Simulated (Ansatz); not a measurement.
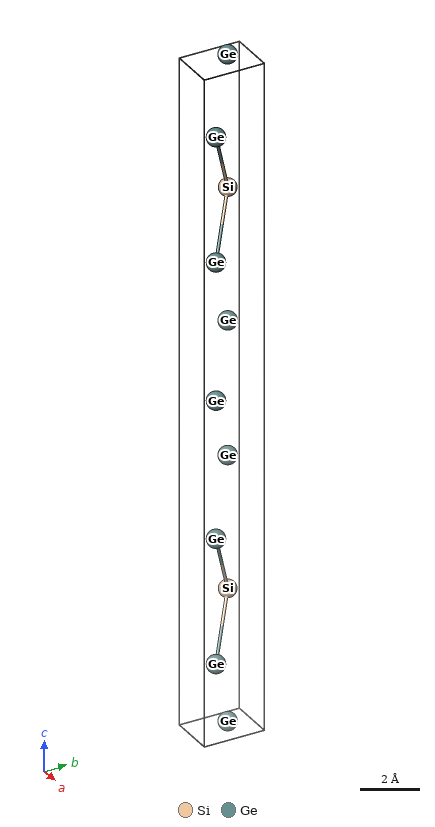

Shown here is a ball-and-stick view of the crystal, taken slightly off an axis. The simulation cell is drawn as a box.

```yaml
crystal:
  lattice:
    - [2.99653, 0.00000, 0.00000]
    - [-1.49827, 2.59507, 0.00000]
    - [0.00000, 0.00000, 23.69444]
  atoms:
    - { symbol: Si, position: [0.33333, 0.66667, 0.80086] }
    - { symbol: Si, position: [0.33333, 0.66667, 0.19914] }
    - { symbol: Ge, position: [0.33333, 0.66667, 0.60099] }
    - { symbol: Ge, position: [0.33333, 0.66667, 0.00000] }
    - { symbol: Ge, position: [0.33333, 0.66667, 0.39901] }
    - { symbol: Ge, position: [0.66667, 0.33333, 0.70717] }
    - { symbol: Ge, position: [0.66667, 0.33333, 0.89504] }
    - { symbol: Ge, position: [0.66667, 0.33333, 0.10496] }
    - { symbol: Ge, position: [0.66667, 0.33333, 0.29283] }
    - { symbol: Ge, position: [0.66667, 0.33333, 0.50000] }
```

The numbers come from Ansatz 0.2.0, DFT PBE, scalar-relativistic, plane waves, PAW, using a basis cut at 420 eV, k-points on a 12×12×2 grid, Gaussian smearing of 0.1 eV, no spin polarisation.

Q: Give the Bader charge of each element.

A: Si -0.04 e; Ge +0.01 e. Little charge moves, as in a metallic or covalent solid.

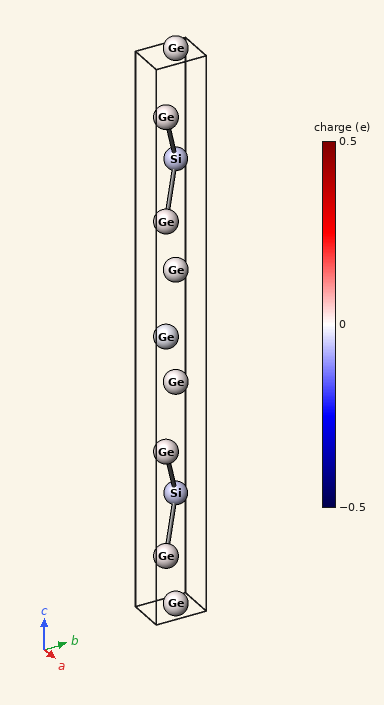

The atoms coloured by those charges.

Origin of the cell: a structure type filled with these elements by a generator (whether the compound takes this form wasn't checked). Earlier steps of the study may have refined or changed the cell and positions. A calculation with Ansatz used it as input.
